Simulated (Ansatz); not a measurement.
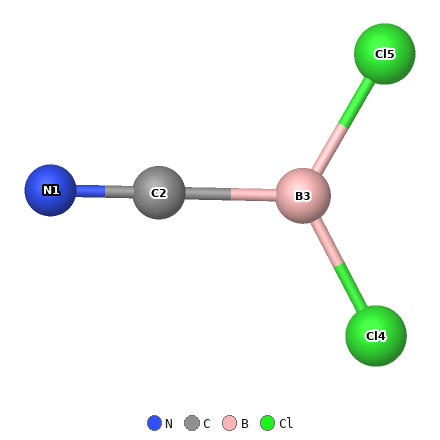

The system is CBCl₂N, SMILES N#CB(Cl)Cl; the picture shows the grid point nearest to the relaxed geometry. Two internal coordinates are moved rigidly from the geometry relaxed at PBE0-D4/def2-TZVP, all others fixed. The first coordinate is: bond B3–Cl4; the second: angle Cl5–B3–C2. The grid has 5 × 5 points. All energies are given in kcal/mol relative to the lowest grid point. Method: RHF-CCSD(T), frozen core/def2-TZVPP in Ansatz 0.2.0.

Its coordinates:

```xyz
5

N     1.4245   -1.0246    1.2990
C     0.6751   -0.4896    0.6075
B    -0.3202    0.2210   -0.3132
Cl   -1.6338   -0.6277   -0.8933
Cl   -0.0487    1.8774   -0.7205
```

Range: bond B3–Cl4 from 1.520 to 2.418 Å; angle Cl5–B3–C2 from 95 to 143°.

Question: What landscape does the calculation give?

Answer: The lowest grid point is at bond B3–Cl4 = 1.668 Å, angle Cl5–B3–C2 = 119°. The bottom of the well lies between grid points, at about bond B3–Cl4 = 1.737 Å, angle Cl5–B3–C2 = 119°, about 1.5 kcal/mol lower on the interpolated surface. It is the only kind of minimum in the scanned range. The highest grid point, bond B3–Cl4 = 2.418 Å, angle Cl5–B3–C2 = 95°, lies 74.5 kcal/mol above the lowest. Round the minimum the two coordinates are weakly coupled (coupling −0.14 in units of the two stiffnesses).

| angle Cl5–B3–C2 ↓, bond B3–Cl4 → | 1.520 | 1.668 | 1.885 | 2.138 | 2.418 |
| --- | --- | --- | --- | --- | --- |
| 143 | 48.1 | 23.2 | 18.9 | 32.8 | 54.0 |
| 131 | 26.1 | 5.5 | 6.5 | 25.0 | 49.6 |
| 119 | 18.1 | 0.0 | 3.8 | 24.7 | 51.1 |
| 107 | 20.8 | 4.0 | 9.4 | 31.6 | 58.8 |
| 95 | 34.1 | 18.1 | 24.3 | 47.1 | 74.5 |

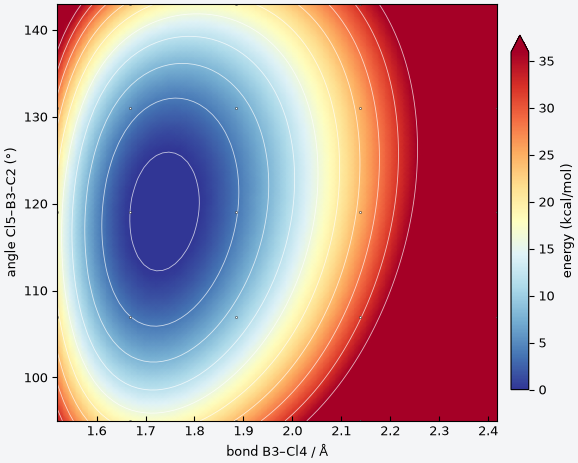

The picture shows a smooth colour map with a few white contour lines, dots at the grid points, one colour for all values above the top of the scale. Between grid points the surface is interpolated.
